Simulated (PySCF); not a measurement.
CHNO2S, SMILES `C#N.O=S=O`.

Computed with PySCF, PBE/def2-SVP, geometry: GFN2-xTB. GFN2-xTB bond lengths at metals and heavier atoms can be off by up to 0.1 Å and shapes distorted, which carries into these values.

Cartesian coordinates (Å):

```
C1      -2.9482   -0.0764    0.0000
N2      -4.0852   -0.1432    0.0000
H3      -1.8903   -0.0112    0.0000
O4       0.2477    0.2602    0.0000
S5       1.6800    0.3841    0.0000
O6       2.4143   -0.8444    0.0000
```

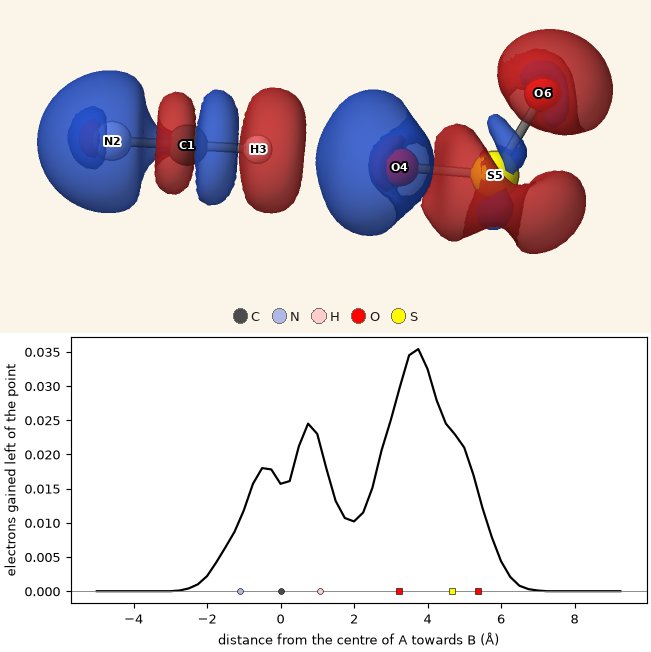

Density of the complex less the densities of the two fragments at the same geometry, ±0.0015 e/Å³ (blue: gain, red: loss). Fragment A: HCN (atoms 1–3); fragment B: SO2. Below: the charge-displacement curve along the line of centres (A on the left).

Question: Which way does charge flow?

Answer: Hirshfeld charges show 0.011 e passing from B to A. By Hirshfeld charges, electrons gather most on O4 (−0.021 e) and leave S5 most (+0.019 e); 0.06 e is displaced in all, which induces a dipole of 0.70 D.

Question: What is the interaction energy, and which contacts carry it?

Answer: The counterpoise-corrected interaction energy of the frozen fragments is −2.9 kcal/mol without dispersion correction and −3.4 kcal/mol with D3(BJ). The pair geometry is semi-empirical, not a minimum at this level. Contacts: H3···O4, weak C–H hydrogen bond, 2.15 Å, ρ = 0.015 a.u. The pose is a local one from a semi-empirical search, not shown to be the most stable.
